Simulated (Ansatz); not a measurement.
Geometry relaxation, with input and output: H11NO4 (part 1 of 2)

The run: geometry relaxation of H11NO4 (disordered cell, 16 atoms in the cell). Method and program: DFT PBE, scalar-relativistic, plane waves, PAW, no spin polarisation (Ansatz 0.2.0).

The run did not end well. It belongs to a series of runs on one base structure; here: start relaxed.

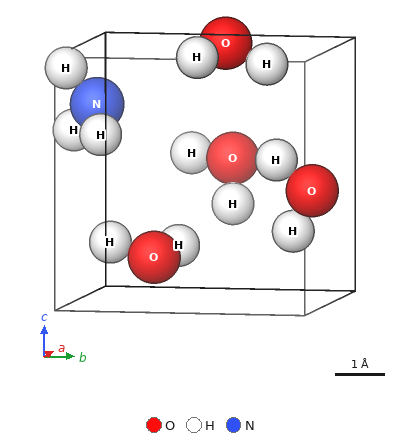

**Figure 1.** The structure as given in the input (spheres-only view of the cell of the calculation, seen at an oblique angle).

**The input**
```yaml
accuracy: low
crystal:
  lattice:
    - [5.23054, 0.0, 0.0]
    - [0.0, 5.23054, 0.0]
    - [0.0, 0.0, 5.23054]
  atoms:
    - { symbol: O, position: [0.6971614, 0.888884, 0.4226695] }
    - { symbol: H, position: [0.6091444, 0.8307803, 0.2704633] }
    - { symbol: H, position: [0.6750113, 0.7499145, 0.5430299] }
    - { symbol: O, position: [0.8272985, 0.5161527, 0.9842569] }
    - { symbol: H, position: [0.8878359, 0.6687685, 0.8986215] }
    - { symbol: H, position: [0.933199, 0.3809432, 0.9150239] }
    - { symbol: O, position: [0.1291382, 0.6861865, 0.6017949] }
    - { symbol: H, position: [0.1601488, 0.6806593, 0.4193187] }
    - { symbol: H, position: [0.0128916, 0.5451973, 0.6317701] }
    - { symbol: O, position: [0.4506713, 0.3063423, 0.1727339] }
    - { symbol: H, position: [0.3265603, 0.4293826, 0.233949] }
    - { symbol: H, position: [0.3873901, 0.1439563, 0.2353122] }
    - { symbol: "N", position: [0.2501223, 0.118575, 0.791591] }
    - { symbol: H, position: [0.0864189, 0.0591839, 0.7051993] }
    - { symbol: H, position: [0.3907449, 0.1040061, 0.6581645] }
    - { symbol: H, position: [0.2907089, -0.0133971, 0.9284328] }
basis:
  ecutwfc: 420.0
kpoints:
  mp_grid: { grid: [1, 1, 1] }
hamiltonian:
  xc: pbe
scf:
  occupations: { method: fermi_dirac, width: 0.05 }
  lower_state_search: "off"
relax:
  f_tol: 0.3
  max_steps: 15
  adjacent_minimum: "off"
output:
  write_density: true
  write_potential: true
  elf: true
  volumetric_format: npy
```

Command:
```bash
ansatz run input.yaml --threads 1 --pin off --max-ram 3072MiB --backend cpu --events-out ev --progress --plain --runs-dir out
```

**The program's output**
```
Engine: ansatz 0.2.0, x86_64-unknown-linux-gnu
Pseudopotentials: kind: paw
Pseudopotential: O, paw, valence charge 6, recommended cutoff 420 eV (normal), O.paw.azcp
Pseudopotential: H, paw, valence charge 1, recommended cutoff 420 eV (normal), H.paw.azcp
Pseudopotential: N, paw, valence charge 5, recommended cutoff 420 eV (normal), N.paw.azcp
Functional definition: PBE
  parameter kappa = 0.804
  parameter beta = 0.06672455060314922
  exchange = pbe_x(kappa = kappa, mu = beta*pi^2/3)
  correlation = pbe_c(beta = beta)
Crystal: 16 atoms, lattice volume = 143.100 Å³
Basis set: ecut = 420 eV, 2801 PW (Γ), exchange–correlation on 72×72×72 points (8 copies of the dense FFT grid, shifted against one another)
Bands: 36, of which v1, the nominal top of the filled ones, is band 20 counted from 1 (19 counted from 0)
Symmetry: 1 space group operations
Space group: P1 (ITA 1), of the structure as read, at distance tolerance 5.2e-5 Å
k-points: 1
Non-local potential: O, projectors of the file, l = 0: 2, l = 1: 2, l = 2: 1
Non-local potential: H, projectors of the file, l = 0: 2, l = 1: 1
Non-local potential: N, projectors of the file, l = 0: 2, l = 1: 2, l = 2: 1
PAW form: soft (Blöchl's): semilocal exchange-correlation on the pseudo side does not see the compensation charge
PAW one-centre angular grid: O, 110 points (default); XC on 64 Gauss nodes
PAW one-centre angular grid: H, 110 points (default); XC on 64 Gauss nodes
PAW one-centre angular grid: N, 110 points (default); XC on 64 Gauss nodes
Initial density: superposition of atomic densities (neutral atoms: chi_scale 0, normalization atom), corrected by the library's trained network
Initial wavefunctions: pseudopotential atomic-orbital guess
Functional: x = pbe(κ = 0.804, μ = 0.2195149727645171), c = pbe(β = 0.06672455060314922)
SCF iter   1: F=—  HF=-2827.884296 eV  |F-HF|=—  |Δ(HF+E_count)|=         —  Δρ=6.06e-3  dr2=6.11e-2  ethr=1.77e-3  ⟨swp⟩=6.0  Hψ=184  notcnv=0  defer=2
preconditioner: auto → Resta (q_TF=auto, 2.206 Å⁻¹)  ε∞=2.3  [insulator: Δε(μ)=2.227 eV  Ē_g=17.502 eV  σ=0.050 eV  W_gap=1.00  n_scr=26 (ndim 8)  ℏωp=19.6 eV  f_vac=0.211  D(μ)=0.00/eV (n_scr^D=0)  ε∞_Penn≈2.3]
SCF iter   2: F=—  HF=-2827.864663 eV  |F-HF|=—  |Δ(HF+E_count)|=   1.96e-2  Δρ=2.78e-3  dr2=8.85e-3  ethr=1.53e-4  ⟨swp⟩=2.0  Hψ=58  notcnv=0  defer=11
SCF iter   3: F=—  HF=-2827.862431 eV  |F-HF|=—  |Δ(HF+E_count)|=   2.23e-3  Δρ=1.09e-3  dr2=2.32e-3  ethr=2.21e-5  ⟨swp⟩=2.0  Hψ=45  notcnv=0  defer=11
SCF iter   4: F=—  HF=-2827.861746 eV  |F-HF|=—  |Δ(HF+E_count)|=   6.85e-4  Δρ=3.03e-4  dr2=1.01e-4  ethr=5.79e-6  ⟨swp⟩=2.0  Hψ=45  notcnv=0  defer=11
SCF iter   5: F=—  HF=-2827.861761 eV  |F-HF|=—  |Δ(HF+E_count)|=   1.44e-5  Δρ=1.51e-4  dr2=2.63e-5  ethr=2.51e-7  ⟨swp⟩=2.0  Hψ=45  notcnv=0  defer=11
SCF iter   6: F=-2827.861758 eV  HF=-2827.861758 eV  |F-HF|=2.78e-7  |Δ(HF+E_count)|=   2.86e-6  Δρ=3.10e-5  dr2=8.98e-7  ethr=6.58e-8  ⟨swp⟩=11.0  Hψ=249  notcnv=0
SCF 1 converged in 6 iterations: F = -2827.861758 eV  dr2 = 8.98e-7
  greatest PAW one-centre occupation: 0.874 electrons in one spin orbital (limit 2), on the O atom at site 9 (counted from 0), in its partial waves of l = 0
relax step   1: F+E_penalty+E_count = -2827.86175798 eV  Δ(F+E_penalty+E_count) = +0.000e0 eV  max|allowed force component| = 1.354e0 eV/Å  Δτ_max = 0.0000 Å  (6 SCF iters, dr2 threshold 1.00e-4 eV, accepted)
Initial density: handed on by an earlier stage of this run
Initial wavefunctions: those handed on with the density
iter 1 solved again at ethr=8.00e-4 eV; its pass at ethr=3.10e-3 eV (dr2=3.20e-1 eV) is discarded
SCF iter   1: F=—  HF=-2828.586481 eV  |F-HF|=—  |Δ(HF+E_count)|=         —  Δρ=2.75e-2  dr2=3.29e-1  ethr=8.00e-4  ⟨swp⟩=1.0  Hψ=165  notcnv=0  defer=11
preconditioner: auto → Resta (q_TF=auto, 2.206 Å⁻¹)  ε∞=2.3  [insulator: Δε(μ)=2.498 eV  Ē_g=17.389 eV  σ=0.050 eV  W_gap=1.00  n_scr=26 (ndim 8)  ℏωp=19.6 eV  f_vac=0.217  D(μ)=0.00/eV (n_scr^D=0)  ε∞_Penn≈2.3]
SCF iter   2: F=—  HF=-2828.554471 eV  |F-HF|=—  |Δ(HF+E_count)|=   3.20e-2  Δρ=1.36e-2  dr2=7.21e-2  ethr=8.00e-4  ⟨swp⟩=3.0  Hψ=45  notcnv=0  defer=11
SCF iter   3: F=—  HF=-2828.555264 eV  |F-HF|=—  |Δ(HF+E_count)|=   7.93e-4  Δρ=2.68e-3  dr2=6.74e-3  ethr=1.80e-4  ⟨swp⟩=2.0  Hψ=42  notcnv=0  defer=11
SCF iter   4: F=—  HF=-2828.553923 eV  |F-HF|=—  |Δ(HF+E_count)|=   1.34e-3  Δρ=5.80e-4  dr2=3.66e-4  ethr=1.69e-5  ⟨swp⟩=2.0  Hψ=53  notcnv=0  defer=11
SCF iter   5: F=—  HF=-2828.553997 eV  |F-HF|=—  |Δ(HF+E_count)|=   7.45e-5  Δρ=1.71e-4  dr2=3.93e-5  ethr=2.50e-7  ⟨swp⟩=10.0  Hψ=236  notcnv=0
SCF iter   6: F=-2828.554001 eV  HF=-2828.554004 eV  |F-HF|=3.21e-6  |Δ(HF+E_count)|=   7.00e-6  Δρ=7.91e-5  dr2=7.51e-6  ethr=9.83e-8  ⟨swp⟩=11.0  Hψ=249  notcnv=0
SCF 2 converged in 6 iterations: F = -2828.554001 eV  dr2 = 7.51e-6
  greatest PAW one-centre occupation: 0.872 electrons in one spin orbital (limit 2), on the O atom at site 9 (counted from 0), in its partial waves of l = 0
relax step   2: F+E_penalty+E_count = -2828.55400088 eV  Δ(F+E_penalty+E_count) = -6.922e-1 eV  max|allowed force component| = 1.037e0 eV/Å  Δτ_max = 0.1950 Å  (6 SCF iters, dr2 threshold 1.00e-4 eV, accepted)
iter 1 solved again at ethr=1.15e-3 eV; its pass at ethr=3.10e-3 eV (dr2=4.59e-1 eV) is discarded
SCF iter   1: F=—  HF=-2829.134110 eV  |F-HF|=—  |Δ(HF+E_count)|=         —  Δρ=3.20e-2  dr2=4.74e-1  ethr=1.15e-3  ⟨swp⟩=1.0  Hψ=167  notcnv=0  defer=11
preconditioner: auto → Resta (q_TF=auto, 2.206 Å⁻¹)  ε∞=2.3  [insulator: Δε(μ)=2.985 eV  Ē_g=17.291 eV  σ=0.050 eV  W_gap=1.00  n_scr=26 (ndim 8)  ℏωp=19.6 eV  f_vac=0.212  D(μ)=0.00/eV (n_scr^D=0)  ε∞_Penn≈2.3]
SCF iter   2: F=—  HF=-2829.091446 eV  |F-HF|=—  |Δ(HF+E_count)|=   4.27e-2  Δρ=1.58e-2  dr2=1.09e-1  ethr=1.15e-3  ⟨swp⟩=3.0  Hψ=46  notcnv=0  defer=11
SCF iter   3: F=—  HF=-2829.095284 eV  |F-HF|=—  |Δ(HF+E_count)|=   3.84e-3  Δρ=3.25e-3  dr2=1.06e-2  ethr=2.73e-4  ⟨swp⟩=2.0  Hψ=59  notcnv=0  defer=11
SCF iter   4: F=—  HF=-2829.093429 eV  |F-HF|=—  |Δ(HF+E_count)|=   1.86e-3  Δρ=7.53e-4  dr2=7.70e-4  ethr=2.64e-5  ⟨swp⟩=2.0  Hψ=46  notcnv=0  defer=11
SCF iter   5: F=—  HF=-2829.093613 eV  |F-HF|=—  |Δ(HF+E_count)|=   1.85e-4  Δρ=3.11e-4  dr2=1.28e-4  ethr=1.93e-6  ⟨swp⟩=2.0  Hψ=42  notcnv=0  defer=11
SCF iter   6: F=—  HF=-2829.093613 eV  |F-HF|=—  |Δ(HF+E_count)|=   7.79e-7  Δρ=1.09e-4  dr2=1.41e-5  ethr=3.19e-7  ⟨swp⟩=2.0  Hψ=42  notcnv=0  defer=11
SCF iter   7: F=—  HF=-2829.093617 eV  |F-HF|=—  |Δ(HF+E_count)|=   4.67e-6  Δρ=2.42e-5  dr2=6.95e-7  ethr=3.53e-8  ⟨swp⟩=2.0  Hψ=42  notcnv=0  defer=11
SCF iter   8: F=—  HF=-2829.093617 eV  |F-HF|=—  |Δ(HF+E_count)|=   1.75e-7  Δρ=1.27e-5  dr2=1.83e-7  ethr=2.50e-10  ⟨swp⟩=10.0  Hψ=195  notcnv=0
[...]
  greatest PAW one-centre occupation: 0.871 electrons in one spin orbital (limit 2), on the O atom at site 9 (counted from 0), in its partial waves of l = 0
relax step   3: F+E_penalty+E_count = -2829.09361735 eV  Δ(F+E_penalty+E_count) = -5.396e-1 eV  max|allowed force component| = 2.258e0 eV/Å  Δτ_max = 0.1953 Å  (9 SCF iters, accepted)
preconditioner: auto → Resta (q_TF=auto, 2.206 Å⁻¹)  ε∞=2.3  [insulator: Δε(μ)=3.515 eV  Ē_g=17.460 eV  σ=0.050 eV  W_gap=1.00  n_scr=26 (ndim 8)  ℏωp=19.6 eV  f_vac=0.217  D(μ)=0.00/eV (n_scr^D=0)  ε∞_Penn≈2.3]
  greatest PAW one-centre occupation: 0.870 electrons in one spin orbital (limit 2), on the O atom at site 9 (counted from 0), in its partial waves of l = 0
relax step   4: F+E_penalty+E_count = -2829.55832318 eV  Δ(F+E_penalty+E_count) = -4.647e-1 eV  max|allowed force component| = 1.295e0 eV/Å  Δτ_max = 0.1955 Å  (6 SCF iters, dr2 threshold 1.00e-4 eV, accepted)
preconditioner: auto → Resta (q_TF=auto, 2.206 Å⁻¹)  ε∞=2.3  [insulator: Δε(μ)=3.873 eV  Ē_g=17.436 eV  σ=0.050 eV  W_gap=1.00  n_scr=26 (ndim 8)  ℏωp=19.6 eV  f_vac=0.238  D(μ)=0.00/eV (n_scr^D=0)  ε∞_Penn≈2.3]
  greatest PAW one-centre occupation: 0.869 electrons in one spin orbital (limit 2), on the O atom at site 9 (counted from 0), in its partial waves of l = 0
relax step   5: F+E_penalty+E_count = -2829.89772472 eV  Δ(F+E_penalty+E_count) = -3.394e-1 eV  max|allowed force component| = 1.200e0 eV/Å  Δτ_max = 0.2000 Å  (7 SCF iters, dr2 threshold 1.00e-4 eV, accepted)
preconditioner: auto → Resta (q_TF=auto, 2.206 Å⁻¹)  ε∞=2.3  [insulator: Δε(μ)=4.124 eV  Ē_g=17.414 eV  σ=0.050 eV  W_gap=1.00  n_scr=26 (ndim 8)  ℏωp=19.6 eV  f_vac=0.243  D(μ)=0.00/eV (n_scr^D=0)  ε∞_Penn≈2.3]
  greatest PAW one-centre occupation: 0.867 electrons in one spin orbital (limit 2), on the O atom at site 9 (counted from 0), in its partial waves of l = 0
relax step   6: F+E_penalty+E_count = -2830.14287589 eV  Δ(F+E_penalty+E_count) = -2.452e-1 eV  max|allowed force component| = 1.686e0 eV/Å  Δτ_max = 0.1960 Å  (6 SCF iters, dr2 threshold 1.00e-4 eV, accepted)
preconditioner: auto → Resta (q_TF=auto, 2.206 Å⁻¹)  ε∞=2.3  [insulator: Δε(μ)=4.254 eV  Ē_g=17.543 eV  σ=0.050 eV  W_gap=1.00  n_scr=26 (ndim 8)  ℏωp=19.6 eV  f_vac=0.242  D(μ)=0.00/eV (n_scr^D=0)  ε∞_Penn≈2.3]
  greatest PAW one-centre occupation: 0.866 electrons in one spin orbital (limit 2), on the O atom at site 9 (counted from 0), in its partial waves of l = 0
relax step   7: F+E_penalty+E_count = -2830.33574617 eV  Δ(F+E_penalty+E_count) = -1.929e-1 eV  max|allowed force component| = 1.266e0 eV/Å  Δτ_max = 0.2000 Å  (6 SCF iters, dr2 threshold 1.00e-4 eV, accepted)
preconditioner: auto → Resta (q_TF=auto, 2.206 Å⁻¹)  ε∞=2.2  [insulator: Δε(μ)=4.343 eV  Ē_g=17.672 eV  σ=0.050 eV  W_gap=1.00  n_scr=26 (ndim 8)  ℏωp=19.6 eV  f_vac=0.244  D(μ)=0.00/eV (n_scr^D=0)  ε∞_Penn≈2.2]
  greatest PAW one-centre occupation: 0.865 electrons in one spin orbital (limit 2), on the O atom at site 9 (counted from 0), in its partial waves of l = 0
relax step   8: F+E_penalty+E_count = -2830.54125347 eV  Δ(F+E_penalty+E_count) = -2.055e-1 eV  max|allowed force component| = 1.748e0 eV/Å  Δτ_max = 0.1947 Å  (6 SCF iters, dr2 threshold 1.00e-4 eV, accepted)
preconditioner: auto → Resta (q_TF=auto, 2.206 Å⁻¹)  ε∞=2.2  [insulator: Δε(μ)=4.438 eV  Ē_g=17.728 eV  σ=0.050 eV  W_gap=1.00  n_scr=26 (ndim 8)  ℏωp=19.6 eV  f_vac=0.237  D(μ)=0.00/eV (n_scr^D=0)  ε∞_Penn≈2.2]
relax step   9: F+E_penalty+E_count = -2830.72817536 eV  Δ(F+E_penalty+E_count) = -1.869e-1 eV  max|allowed force component| = 1.104e0 eV/Å  Δτ_max = 0.2000 Å  (6 SCF iters, dr2 threshold 1.00e-4 eV, accepted)
preconditioner: auto → Resta (q_TF=auto, 2.206 Å⁻¹)  ε∞=2.2  [insulator: Δε(μ)=4.379 eV  Ē_g=17.737 eV  σ=0.050 eV  W_gap=1.00  n_scr=26 (ndim 8)  ℏωp=19.6 eV  f_vac=0.237  D(μ)=0.00/eV (n_scr^D=0)  ε∞_Penn≈2.2]
  greatest PAW one-centre occupation: 0.864 electrons in one spin orbital (limit 2), on the O atom at site 0 (counted from 0), in its partial waves of l = 0
relax step  10: F+E_penalty+E_count = -2830.90249788 eV  Δ(F+E_penalty+E_count) = -1.743e-1 eV  max|allowed force component| = 8.306e-1 eV/Å  Δτ_max = 0.1938 Å  (6 SCF iters, dr2 threshold 1.00e-4 eV, accepted)
preconditioner: auto → Resta (q_TF=auto, 2.206 Å⁻¹)  ε∞=2.2  [insulator: Δε(μ)=4.405 eV  Ē_g=17.790 eV  σ=0.050 eV  W_gap=1.00  n_scr=26 (ndim 8)  ℏωp=19.6 eV  f_vac=0.228  D(μ)=0.00/eV (n_scr^D=0)  ε∞_Penn≈2.2]
relax step  11: F+E_penalty+E_count = -2831.04859322 eV  Δ(F+E_penalty+E_count) = -1.461e-1 eV  max|allowed force component| = 5.388e-1 eV/Å  Δτ_max = 0.2000 Å  (6 SCF iters, dr2 threshold 1.00e-4 eV, accepted)
preconditioner: auto → Resta (q_TF=auto, 2.206 Å⁻¹)  ε∞=2.2  [insulator: Δε(μ)=4.551 eV  Ē_g=17.826 eV  σ=0.050 eV  W_gap=1.00  n_scr=26 (ndim 8)  ℏωp=19.6 eV  f_vac=0.225  D(μ)=0.00/eV (n_scr^D=0)  ε∞_Penn≈2.2]
relax step  12: F+E_penalty+E_count = -2831.17880303 eV  Δ(F+E_penalty+E_count) = -1.302e-1 eV  max|allowed force component| = 6.140e-1 eV/Å  Δτ_max = 0.1951 Å  (6 SCF iters, dr2 threshold 1.00e-4 eV, accepted)
preconditioner: auto → Resta (q_TF=auto, 2.206 Å⁻¹)  ε∞=2.2  [insulator: Δε(μ)=4.640 eV  Ē_g=17.844 eV  σ=0.050 eV  W_gap=1.00  n_scr=26 (ndim 8)  ℏωp=19.6 eV  f_vac=0.227  D(μ)=0.00/eV (n_scr^D=0)  ε∞_Penn≈2.2]
relax step  13: F+E_penalty+E_count = -2831.31395779 eV  Δ(F+E_penalty+E_count) = -1.352e-1 eV  max|allowed force component| = 6.785e-1 eV/Å  Δτ_max = 0.2000 Å  (6 SCF iters, dr2 threshold 1.00e-4 eV, accepted)
preconditioner: auto → Resta (q_TF=auto, 2.206 Å⁻¹)  ε∞=2.2  [insulator: Δε(μ)=4.769 eV  Ē_g=17.902 eV  σ=0.050 eV  W_gap=1.00  n_scr=26 (ndim 8)  ℏωp=19.6 eV  f_vac=0.231  D(μ)=0.00/eV (n_scr^D=0)  ε∞_Penn≈2.2]
[...]
SCF iter   5: F=—  HF=-2831.449881 eV  |F-HF|=—  |Δ(HF+E_count)|=   5.63e-5  Δρ=1.25e-4  dr2=1.92e-5  ethr=2.50e-7  ⟨swp⟩=10.0  Hψ=244  notcnv=0
SCF iter   6: F=-2831.449880 eV  HF=-2831.449881 eV  |F-HF|=4.27e-7  |Δ(HF+E_count)|=   5.84e-7  Δρ=4.04e-5  dr2=1.95e-6  ethr=4.80e-8  ⟨swp⟩=11.0  Hψ=213  notcnv=0
SCF 14 converged in 6 iterations: F = -2831.449880 eV  dr2 = 1.95e-6
relax step  14: F+E_penalty+E_count = -2831.44988025 eV  Δ(F+E_penalty+E_count) = -1.359e-1 eV  max|allowed force component| = 5.087e-1 eV/Å  Δτ_max = 0.1994 Å  (6 SCF iters, dr2 threshold 1.00e-4 eV, accepted)
iter 1 solved again at ethr=5.87e-4 eV; its pass at ethr=3.10e-3 eV (dr2=2.35e-1 eV) is discarded
SCF iter   1: F=—  HF=-2831.550116 eV  |F-HF|=—  |Δ(HF+E_count)|=         —  Δρ=2.32e-2  dr2=2.41e-1  ethr=5.87e-4  ⟨swp⟩=1.0  Hψ=164  notcnv=0  defer=9
preconditioner: auto → Resta (q_TF=auto, 2.206 Å⁻¹)  ε∞=2.2  [insulator: Δε(μ)=4.750 eV  Ē_g=17.946 eV  σ=0.050 eV  W_gap=1.00  n_scr=26 (ndim 8)  ℏωp=19.6 eV  f_vac=0.238  D(μ)=0.00/eV (n_scr^D=0)  ε∞_Penn≈2.2]
SCF iter   2: F=—  HF=-2831.536755 eV  |F-HF|=—  |Δ(HF+E_count)|=   1.34e-2  Δρ=1.15e-2  dr2=5.47e-2  ethr=5.87e-4  ⟨swp⟩=3.0  Hψ=49  notcnv=0  defer=9
SCF iter   3: F=—  HF=-2831.542706 eV  |F-HF|=—  |Δ(HF+E_count)|=   5.95e-3  Δρ=2.05e-3  dr2=3.94e-3  ethr=1.37e-4  ⟨swp⟩=3.0  Hψ=53  notcnv=0  defer=9
SCF iter   4: F=—  HF=-2831.541925 eV  |F-HF|=—  |Δ(HF+E_count)|=   7.81e-4  Δρ=5.43e-4  dr2=2.65e-4  ethr=9.86e-6  ⟨swp⟩=2.0  Hψ=46  notcnv=0  defer=9
SCF iter   5: F=—  HF=-2831.541964 eV  |F-HF|=—  |Δ(HF+E_count)|=   3.98e-5  Δρ=1.18e-4  dr2=1.98e-5  ethr=6.62e-7  ⟨swp⟩=2.0  Hψ=41  notcnv=0  defer=9
SCF iter   6: F=—  HF=-2831.542095 eV  |F-HF|=—  |Δ(HF+E_count)|=   1.31e-4  Δρ=5.93e-5  dr2=4.52e-6  ethr=4.94e-8  ⟨swp⟩=2.0  Hψ=52  notcnv=0  defer=9
SCF iter   7: F=-2831.542095 eV  HF=-2831.542095 eV  |F-HF|=3.58e-8  |Δ(HF+E_count)|=   7.11e-8  Δρ=9.85e-6  dr2=9.23e-8  ethr=2.50e-10  ⟨swp⟩=9.0  Hψ=207  notcnv=0
SCF 15 converged in 7 iterations: F = -2831.542095 eV  dr2 = 9.23e-8
  greatest PAW one-centre occupation: 0.865 electrons in one spin orbital (limit 2), on the O atom at site 0 (counted from 0), in its partial waves of l = 0
relax step  15: F+E_penalty+E_count = -2831.54209498 eV  Δ(F+E_penalty+E_count) = -9.221e-2 eV  max|allowed force component| = 5.053e-1 eV/Å  Δτ_max = 0.2000 Å  (7 SCF iters, accepted)
```

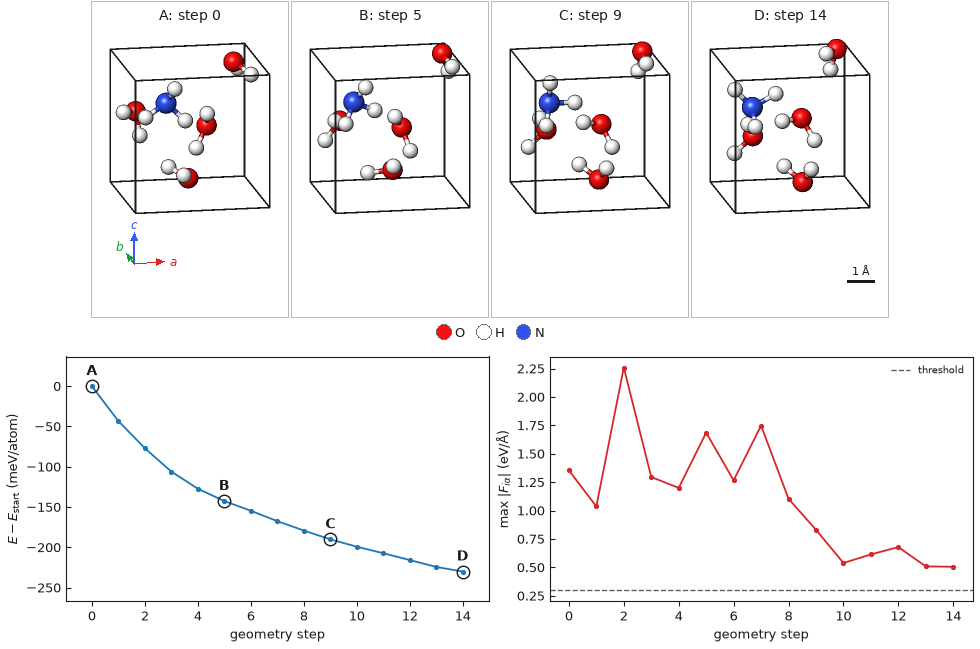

**Figure 2.** Frames of the relaxation (ball-and-stick view of the cell of the calculation, seen slightly off an axis) above the curves, on which the letters mark them (the first geometry is step 0 here and step 1 in the log).

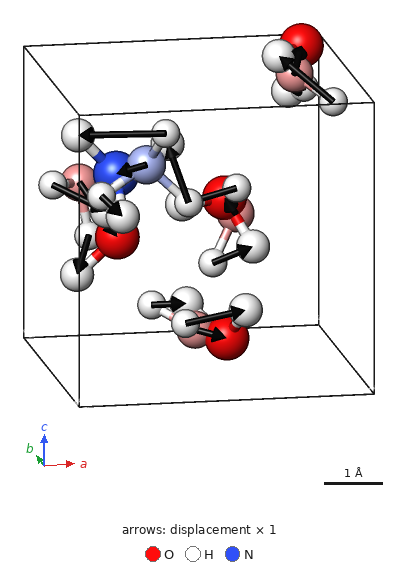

**Figure 3.** Start (faint) and end (solid) with the displacements as black arrows, at true length (ball-and-stick view of the cell of the calculation, seen slightly off an axis). The relaxation stopped without meeting its thresholds, so the last structure isn't shown to be converged. The atom that moves furthest is H16 (1.64 Å). By element the largest moves are H 1.64 Å, O 1.20 Å, N 0.59 Å. The cell stays as it was. Distances before and after: O7–H9 0.969 → 1.025 Å, O4–H6 0.969 → 1.008 Å, O10–H11 0.969 → 0.992 Å, N13–H15 1.017 → 1.036 Å. Among the angles that change: H8–O7–H9 104.0° → 109.6°, H15–N13–H16 106.3° → 103.7°, H2–O1–H3 104.0° → 101.6°. Over 14 geometry steps the energy falls by 230 meV per atom. Largest force component: 1.4 eV/Å at the start, 0.51 eV/Å at the end. (Atoms are counted from 1 in the order of the input.)

```
Step failed. What follows is not a result of the run: it is the report of the last solve that finished, which converged after 7 SCF iterations.
Free energy (F): -2831.542095 eV
Harris-Foulkes:  -2831.542095 eV  (|F-HF|=3.58e-8)
Internal energy: -2831.542095 eV  (E = F + TS)
E sigma→0 (E₀):  -2831.542095 eV
Fermi energy:    0.255972 eV
--- Per-component energies (eV) ---
  E_band       = -360.690815
  E_kinetic    = 985.815358
  E_local      = -2847.851617  (includes V_loc(G=0)·N_el)
  E_nonlocal   = 256.935627
  E_hartree    = 996.884223
  E_xc         = -451.161238
  E_vxc        = -576.472854  (∫ρ·V_xc dr)
  E_paw        = -768.596563  (= ΣΔE_a)
  E_vpaw       = -172.885672  (= ΣTr[D̂ρ^β])
  E_aug_tail   = -0.003196  (compensation charges beyond the density's cutoff)
  E_ewald      = -1003.564689
  E_smearing   = -0.000000  (= −TS)
  E_closure    = 0.000000  (closes the sum)
  Σ components = -2831.542095   (vs F -2831.542095, Δ=0.00e0)
```
